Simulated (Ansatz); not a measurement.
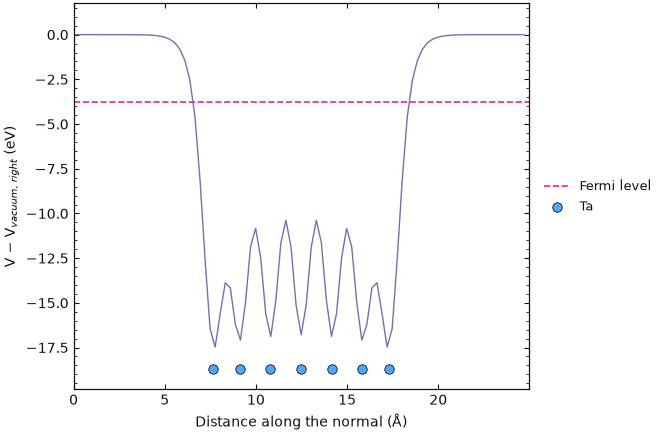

What does the plot show?

Plane-averaged electrostatic potential energy of an electron across the slab; circles at the bottom mark the heights of the atoms. System: a (100) slab cut from Ta (Im-3m), 7 atoms in the cell. Ansatz 0.2.0; DFT PBE, scalar-relativistic, plane waves, PAW, no spin polarisation, 10×10×1 k mesh, Gaussian smearing of 0.1 eV.

The work function is 3.79 eV, the same on both faces. The two vacuum levels agree, so the slab has no net dipole along its normal. The outermost atoms are 9.6 Å apart, which leaves 15.3 Å of vacuum in a cell 25.0 Å high.

Spin-orbit coupling is left out, which matters for Ta.
